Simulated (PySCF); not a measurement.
# C4H4N2 (Pyridazine): the cost of one run

Computed with PySCF 2.14.0, with density-fitted response routines of our own, on a single molecule in the gas phase. Atoms are numbered from 0 throughout.

**1. The molecule as given**

10 atoms, charge 0, multiplicity 1; geometry from: MMFF94s.

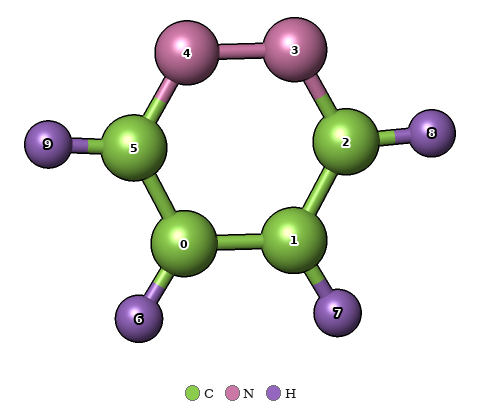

As it starts; carbon green, nitrogen pink, hydrogen purple, atoms numbered.

**2. Optimising the geometry at PBE0-D3(BJ)/def2-SVP**

The job: settings as JSON, then the geometry in Å.

```
{"job": {"xc": "PBE0", "basis": "def2-SVP", "d3": "d3bj", "grid": 1, "kind": "geom"}, "charge": 0, "multiplicity": 1}
C      0.675055     0.809728     0.063619
C     -0.711421     0.779170     0.046677
C     -1.332070    -0.451622    -0.045696
N     -0.643938    -1.609285    -0.118996
N      0.716918    -1.579292    -0.102364
C      1.351389    -0.392479    -0.012904
H      1.215567     1.746344     0.134642
H     -1.294241     1.691028     0.103978
H     -2.411197    -0.550189    -0.064082
H      2.433938    -0.443404    -0.004873
```

The run is started by

```bash
$ OMP_NUM_THREADS=1 python probes_run.py task.json out
```

The driver reads the jobs from task.json and runs them one after another.

Q: Estimate the wall time and peak memory of this first job on 1 thread of Arm Neoverse N1, shared host.

About 40 s, with a peak of 0.42 GiB.
